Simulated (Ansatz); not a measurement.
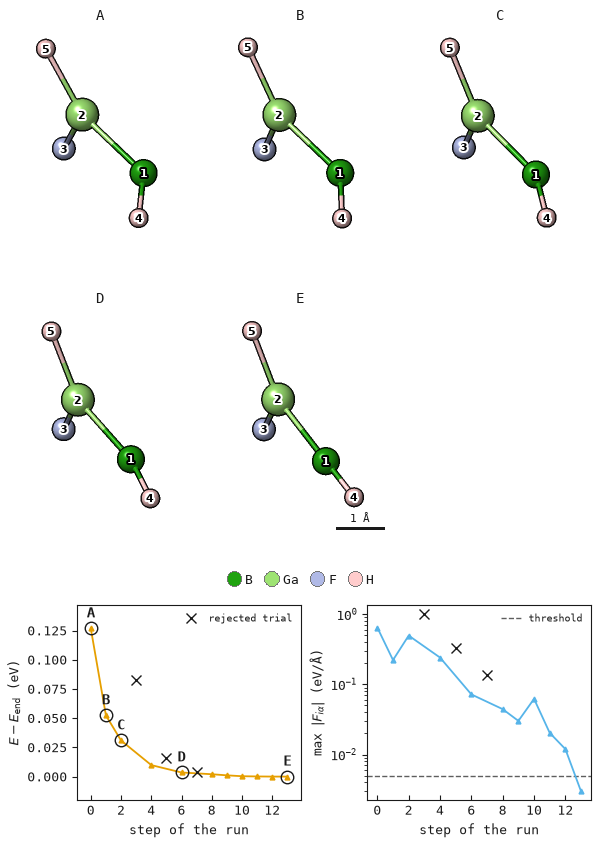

Frames of a relaxation of GaBH2F (multiplicity 2), marked on the history of the run. Style: ball-and-stick. Shown from a free direction.

Theory: UKS PBE0-D4/def2-TZVP in Ansatz 0.2.0. (force threshold 0.005 eV/Å; at most 200 steps)

What happens along the run?

Answer. The energy falls by 0.127 eV in 10 accepted moves (13 points after the start). The largest force component goes from 0.65 to 0.003 eV/Å. The line search rejected the trial steps at points 3, 5, 7 of the run. B1 moves most after the best rigid fit: 0.39 Å. Largest moves by element: B 0.39 Å, H 0.34 Å, F 0.16 Å, Ga 0.14 Å. Near-neighbour distances that change, for instance: B1–Ga2 2.032 → 2.005 Å, B1–H4 1.161 → 1.184 Å, Ga2–H5 1.575 → 1.553 Å. Among the angles between lasting bonds that change: Ga2–B1–H4 135.8° → 179.4°, B1–Ga2–H5 143.4° → 131.6°, F3–Ga2–H5 107.0° → 115.4°. From step 0 to 1: H4 moves most (0.08 Å), energy −0.074 eV. From step 1 to 2: H4 moves most (0.12 Å), energy −0.021 eV. From step 2 to 6: B1 moves most (0.12 Å), energy −0.027 eV. From step 6 to 13: B1 moves most (0.12 Å), energy −0.004 eV.

```
step  E − E(0), eV  largest force component, eV/Å      note
   0        0.0000                         0.6460          
   1       -0.0744                         0.2225          
   2       -0.0959                         0.4969          
   3       -0.0439                         1.0211  rejected
   4       -0.1170                         0.2414          
   5       -0.1106                         0.3295  rejected
   6       -0.1233                         0.0720          
   7       -0.1229                         0.1342  rejected
   8       -0.1248                         0.0443          
   9       -0.1257                         0.0302          
  10       -0.1265                         0.0622          
  11       -0.1267                         0.0203          
  12       -0.1268                         0.0119          
  13       -0.1268                         0.0030
```
